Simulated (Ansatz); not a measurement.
Take GaP in the zinc blende structure (space group F-43m, No. 216; a = 5.4386 Å) as the base.

The change: every lattice vector is stretched by 0.50 %, atoms relaxed at fixed cell.

Method: PBEsol (Ansatz, an electronic-structure program; PAW; 420 eV plane waves; no SOC).

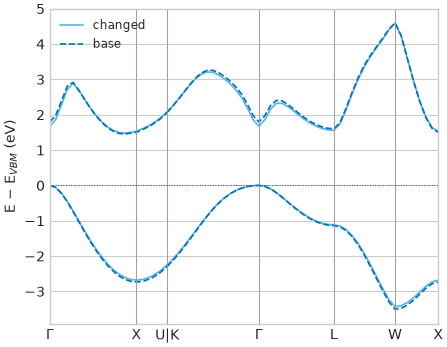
*Highest valence and lowest conduction band along the path, each from its own valence-band maximum*

Task: Read the changed gap and its character from the plot.

Result: About 1.5 eV, indirect, Γ → Γ–X (87 % along).

The cells carry an imposed strain or load. No phonon test of stability was made.
